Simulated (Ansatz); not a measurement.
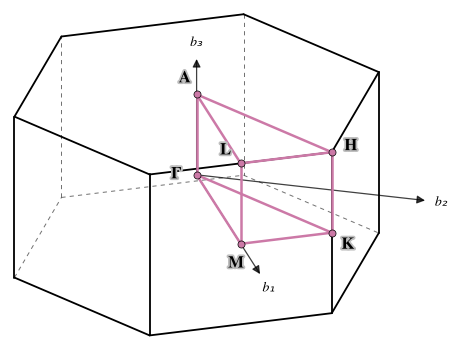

The first Brillouin zone and its special points. Crystal: Ti, the geometry relaxed with DFT, LDA (PW92), plane waves (420 eV) with PAW, scalar-relativistic (Ansatz). Geometry calculated from the standardised cell; symmetry tolerance 0.002 Å.

Space group P6_3/mmc (No. 194); a = 2.864 Å, b = 2.864 Å, c = 4.540 Å, α = 90.00°, β = 90.00°, γ = 120.00°.

Labels and path follow the convention of Hinuma et al. (2017), as computed by seekpath; the arrows show the directions of the reciprocal primitive vectors b₁, b₂, b₃, in which coordinates are given; lengths include the factor 2π.

> List the special points with their coordinates and distances from Γ.

```csv
point,k₁,k₂,k₃,length of k (1/Å)
Γ,0,0,0,0.000
A,0,0,1/2,0.692
K,1/3,1/3,0,1.463
H,1/3,1/3,1/2,1.618
M,1/2,0,0,1.267
L,1/2,0,1/2,1.443
```

> What is the zone's volume?

(2π)³ over the primitive cell's volume of 32.25 Å³: 7.69 Å⁻³.
